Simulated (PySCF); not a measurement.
# InH3 (SMILES [H][In]([H])[H]) at SVWN5/LANL2DZ (core potential)

Aim: the energy change on altering one bond length of InH3 at SVWN5/LANL2DZ (core potential), from 2 runs. Input form: a Python script.

The results are computed with PySCF 2.14.0.

6 further runs of the same task are left out: 6 set aside as unsound or not needed.

### 1 The molecule

The species is InH3 (4 atoms), meant as a singlet with charge 0. SMILES: `[H][In]([H])[H]`. Geometry: a GFN2-xTB relaxation, a rough one for these elements and not checked as a minimum.

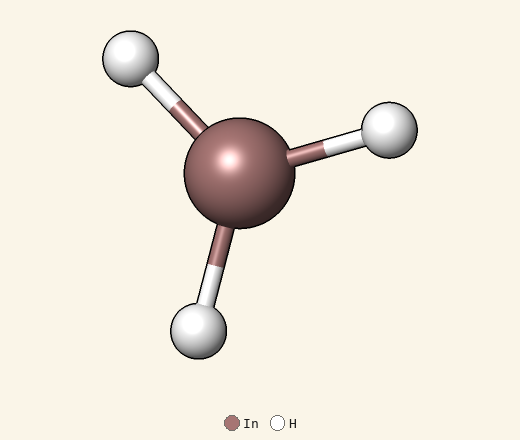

Viewed from a chosen angle; indium brown, hydrogen white.

### 2 A single-point energy at SVWN5/LANL2DZ (core potential)

run.py

```python
from pyscf import gto, dft

mol = gto.M(
    atom='''
In     0.001209    -0.001398    -0.001020
H      3.248307    -0.052515     0.025530
H     -1.576995     2.837235    -0.033599
H     -1.672521    -2.783340     0.009090
''',
    charge=0,
    basis='lanl2dz',
    max_memory=1860,
    verbose=4,
    ecp={'In': 'lanl2dz'},
    unit='bohr',
)

myscf = dft.RKS(mol, xc='svwn')
myscf.conv_tol = 1e-10
myscf.grids.level = 5
myscf.kernel()
if not myscf.converged:
    myscf = myscf.newton().run(myscf.mo_coeff, myscf.mo_occ)

energy = myscf.e_tot
print('E(%s) = %.9f' % ('SVWN5', energy))
```

Command:

```
$ OMP_NUM_THREADS=1 python run.py
```

Standard output:

```text
PySCF version 2.14.0

[INPUT] num. atoms = 4
[INPUT] num. electrons = 6
[INPUT] charge = 0
[INPUT] spin (= nelec alpha-beta = 2S) = 0
[INPUT] symmetry False subgroup None
[INPUT] Mole.unit = bohr
[INPUT] Symbol           X                Y                Z      unit          X                Y                Z       unit  Magmom
[INPUT]  1 In     0.000639775248  -0.000739789741  -0.000539760755 AA    0.001209000000  -0.001398000000  -0.001020000000 Bohr   0.0
[INPUT]  2 H      1.718930038472  -0.027789741231   0.013509894195 AA    3.248307000000  -0.052515000000   0.025530000000 Bohr   0.0
[INPUT]  3 H     -0.834509815735   1.501400104025  -0.017779825110 AA   -1.576995000000   2.837235000000  -0.033599000000 Bohr   0.0
[INPUT]  4 H     -0.885059997985  -1.472880098242   0.004810220847 AA   -1.672521000000  -2.783340000000   0.009090000000 Bohr   0.0

nuclear repulsion = 3.30479057509564
number of shells = 10
number of NR pGTOs = 24
number of NR cGTOs = 14
basis = lanl2dz
ecp = {'In': 'lanl2dz'}

******** <class 'pyscf.dft.rks.RKS'> ********
method = RKS
initial guess = minao
damping factor = 0
level_shift factor = 0
DIIS = <class 'pyscf.scf.diis.CDIIS'>
diis_start_cycle = 1
diis_space = 8
diis_damp = 0
SCF conv_tol = 1e-10
SCF conv_tol_grad = None
SCF max_cycles = 50
direct_scf = True
direct_scf_tol = 1e-13
XC library pyscf.dft.libxc version 7.0.0
    S. Lehtola, C. Steigemann, M. J.T. Oliveira, and M. A.L. Marques.,  SoftwareX 7, 1–5 (2018)
XC functionals = svwn
    P. A. M. Dirac.,  Math. Proc. Cambridge Philos. Soc. 26, 376 (1930)
    F. Bloch.,  Z. Phys. 57, 545 (1929)
    S. H. Vosko, L. Wilk, and M. Nusair.,  Can. J. Phys. 58, 1200 (1980)
radial grids:
    Treutler-Ahlrichs [JCP 102, 346 (1995); DOI:10.1063/1.469408] (M4) radial grids

becke partition: Becke, JCP 88, 2547 (1988); DOI:10.1063/1.454033
pruning grids: <function nwchem_prune>
grids dens level: 5
symmetrized grids: False
atomic radii adjust function: <function treutler_atomic_radii_adjust>
small_rho_cutoff = 0
Set gradient conv threshold to 1e-05
Initial guess from minao.
tot grids = 117952
init E= 5.27465180659404
  HOMO = -0.225318239059331  LUMO = -0.0243124749684104  gap/eV = 5.46965
cycle= 1 E= -3.51930491227803  delta_E= -8.79  |g|= 0.242  |ddm|= 2.18
  HOMO = -0.256730436329435  LUMO = -0.12101629397954  gap/eV = 3.69297
cycle= 2 E= -3.54667365096015  delta_E= -0.0274  |g|= 0.151  |ddm|= 0.853
  HOMO = -0.263158225219799  LUMO = -0.100173341825122  gap/eV = 4.43504
cycle= 3 E= -3.56100322491848  delta_E= -0.0143  |g|= 0.00373  |ddm|= 0.301
  HOMO = -0.259938278165004  LUMO = -0.0982821070553041  gap/eV = 4.39889
cycle= 4 E= -3.56101355752672  delta_E= -1.03e-05  |g|= 0.000326  |ddm|= 0.0101
  HOMO = -0.260213292450231  LUMO = -0.0985089826501379  gap/eV = 4.40020
cycle= 5 E= -3.56101360917835  delta_E= -5.17e-08  |g|= 7.42e-05  |ddm|= 0.00063
  HOMO = -0.260206316318532  LUMO = -0.0985106175160077  gap/eV = 4.39996
cycle= 6 E= -3.5610136126151  delta_E= -3.44e-09  |g|= 1.2e-05  |ddm|= 0.000162
  HOMO = -0.26021106671996  LUMO = -0.0985114138603012  gap/eV = 4.40007
cycle= 7 E= -3.56101361270375  delta_E= -8.86e-11  |g|= 1.15e-07  |ddm|= 2.24e-05
  HOMO = -0.260211070145977  LUMO = -0.0985114151302761  gap/eV = 4.40007
Extra cycle  E= -3.56101361270376  delta_E= -8.88e-15  |g|= 4.93e-08  |ddm|= 3.15e-07
converged SCF energy = -3.56101361270376
E(SVWN5) = -3.561013613
```

It took 1.2 s on 1 thread of Arm Neoverse V1, shared host; peak memory 0.13 GiB.

### 3 The distorted shape at the same level

start.xyz

```xyz
4

In     0.167654    -0.301139     0.002908
H      1.885944    -0.328189     0.016958
H     -0.834510     1.501400    -0.017780
H     -0.718046    -1.773279     0.008258
```

calc.py

```python
from pyscf import gto, dft

mol = gto.Mole()
mol.atom = 'start.xyz'
mol.basis = 'lanl2dz'
mol.max_memory = 1860
mol.charge = 0
mol.ecp = {'In': 'lanl2dz'}
mol.verbose = 4
mol.spin = 0
mol.build()

mf = dft.RKS(mol)
mf.xc = 'svwn'
mf.conv_tol = 1e-10
mf.grids.level = 5
mf.kernel()
if not mf.converged:
    mf = mf.newton().run(mf.mo_coeff, mf.mo_occ)

e_tot = mf.e_tot
print('E = %.10f Eh' % e_tot)
```

Command:

```
$ OMP_NUM_THREADS=1 python calc.py
```

Standard output:

```text
PySCF version 2.14.0

[INPUT] num. atoms = 4
[INPUT] num. electrons = 6
[INPUT] charge = 0
[INPUT] spin (= nelec alpha-beta = 2S) = 0
[INPUT] symmetry False subgroup None
[INPUT] Mole.unit = angstrom
[INPUT] Symbol           X                Y                Z      unit          X                Y                Z       unit  Magmom
[INPUT]  1 In     0.167654000000  -0.301139000000   0.002908000000 AA    0.316820143688  -0.569070235425   0.005495323570 Bohr   0.0
[INPUT]  2 H      1.885944000000  -0.328189000000   0.016958000000 AA    3.563917646267  -0.620187327095   0.032045975620 Bohr   0.0
[INPUT]  3 H     -0.834510000000   1.501400000000  -0.017780000000 AA   -1.576995348211   2.837234803422  -0.033599330495 Bohr   0.0
[INPUT]  4 H     -0.718046000000  -1.773279000000   0.008258000000 AA   -1.356910284839  -3.351011652443   0.015605358337 Bohr   0.0

nuclear repulsion = 3.11808106267859
number of shells = 10
number of NR pGTOs = 24
number of NR cGTOs = 14
basis = lanl2dz
ecp = {'In': 'lanl2dz'}

******** <class 'pyscf.dft.rks.RKS'> ********
method = RKS
initial guess = minao
damping factor = 0
level_shift factor = 0
DIIS = <class 'pyscf.scf.diis.CDIIS'>
diis_start_cycle = 1
diis_space = 8
diis_damp = 0
SCF conv_tol = 1e-10
SCF conv_tol_grad = None
SCF max_cycles = 50
direct_scf = True
direct_scf_tol = 1e-13
XC library pyscf.dft.libxc version 7.0.0
    S. Lehtola, C. Steigemann, M. J.T. Oliveira, and M. A.L. Marques.,  SoftwareX 7, 1–5 (2018)
XC functionals = svwn
    P. A. M. Dirac.,  Math. Proc. Cambridge Philos. Soc. 26, 376 (1930)
    F. Bloch.,  Z. Phys. 57, 545 (1929)
    S. H. Vosko, L. Wilk, and M. Nusair.,  Can. J. Phys. 58, 1200 (1980)
radial grids:
    Treutler-Ahlrichs [JCP 102, 346 (1995); DOI:10.1063/1.469408] (M4) radial grids

becke partition: Becke, JCP 88, 2547 (1988); DOI:10.1063/1.454033
pruning grids: <function nwchem_prune>
grids dens level: 5
symmetrized grids: False
atomic radii adjust function: <function treutler_atomic_radii_adjust>
small_rho_cutoff = 0
Set gradient conv threshold to 1e-05
Initial guess from minao.
tot grids = 117952
init E= 5.27880059601548
  HOMO = -0.216018179294638  LUMO = -0.0228037094476826  gap/eV = 5.25763
cycle= 1 E= -3.49414671677897  delta_E= -8.77  |g|= 0.269  |ddm|=  2.2
  HOMO = -0.230309533089616  LUMO = -0.131269379956835  gap/eV = 2.69502
cycle= 2 E= -3.51173032866572  delta_E= -0.0176  |g|= 0.225  |ddm|= 1.04
  HOMO = -0.253462898067447  LUMO = -0.102370724374708  gap/eV = 4.11143
cycle= 3 E= -3.54832542130542  delta_E= -0.0366  |g|= 0.0437  |ddm|= 0.502
  HOMO = -0.243809899322329  LUMO = -0.101675577074166  gap/eV = 3.86767
cycle= 4 E= -3.54970049816285  delta_E= -0.00138  |g|= 0.00419  |ddm|= 0.0938
  HOMO = -0.2432492232444  LUMO = -0.101224326691034  gap/eV = 3.86469
cycle= 5 E= -3.54971198952137  delta_E= -1.15e-05  |g|= 0.000352  |ddm|= 0.00698
  HOMO = -0.243473214555349  LUMO = -0.10136604707441  gap/eV = 3.86693
cycle= 6 E= -3.54971206678813  delta_E= -7.73e-08  |g|= 5.35e-05  |ddm|= 0.000608
  HOMO = -0.243480520800329  LUMO = -0.101361386652109  gap/eV = 3.86726
cycle= 7 E= -3.54971206897217  delta_E= -2.18e-09  |g|= 5.01e-06  |ddm|= 0.00011
  HOMO = -0.243480714634796  LUMO = -0.101361351323766  gap/eV = 3.86726
cycle= 8 E= -3.54971206898847  delta_E= -1.63e-11  |g|= 7.17e-07  |ddm|= 1.11e-05
  HOMO = -0.243480888504695  LUMO = -0.101361338266163  gap/eV = 3.86727
Extra cycle  E= -3.5497120689885  delta_E= -3.02e-14  |g|= 6.96e-07  |ddm|= 2.84e-06
converged SCF energy = -3.5497120689885
E = -3.5497120690 Eh
```

Wall time 1.2 s (1 thread of Arm Neoverse V1, shared host); peak memory 0.13 GiB.

### 4 What came out

At SVWN5/LANL2DZ (core potential):

| quantity | value |
| --- | --- |
| first shape: total energy | -3.56101 Eh |
| first shape: dipole moment | 0.01 D |
| first shape: HOMO energy | -7.08 eV |
| first shape: LUMO energy | -2.68 eV |
| first shape: HOMO–LUMO gap | 4.40 eV |
| distorted shape: total energy | -3.54971 Eh |
| distorted shape: dipole moment | 0.60 D |
| distorted shape: HOMO energy | -6.63 eV |
| distorted shape: LUMO energy | -2.76 eV |
| distorted shape: HOMO–LUMO gap | 3.87 eV |
| energy change with the In1–H3 bond stretched from 1.719 to 2.063 Å | 0.308 eV |

**Reading.** With the In1–H3 bond stretched from 1.719 to 2.063 Å the energy rises by 0.31 eV (7.1 kcal/mol). The first shape isn't relaxed at this level, so the change isn't measured from a minimum. Mulliken charges (first shape) run from -0.08 on H3 to +0.25 on In1.
